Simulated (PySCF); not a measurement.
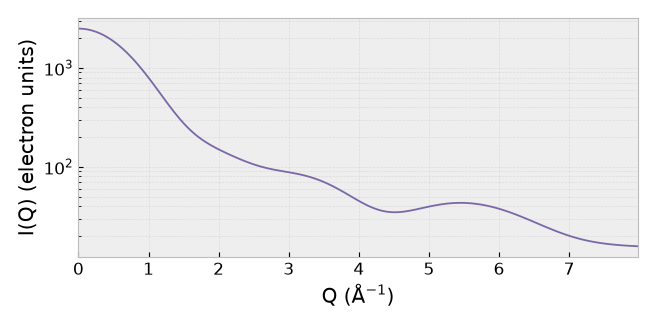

Elastic X-ray scattering of a randomly oriented, rigid molecule, calculated with the Debye equation from neutral-atom form factors (independent atoms, no Compton part, no vibration). The geometry is the end point of an optimisation (PBE0-D3(BJ)/def2-SVP geometry optimisation, gas phase (PySCF 2.14.0, density-fitted response routines)); it may be a saddle point or a higher isomer. It contains F, C, N, H.

Question: How many electrons does the independent-atom model of the molecule hold?

Answer: I(0) is the square of the electron number: I(0) = 2500, so about 50 electrons, the count of C5H4FN.

Question: What radius of gyration does the initial fall-off give?

Answer: From I(Q) ≈ I(0) exp(−Q²R²/3) at small Q, R ≈ 1.89 Å. It is larger than the electron-weighted radius of the nuclear positions alone (1.73 Å), because each atom's electron cloud adds to it.
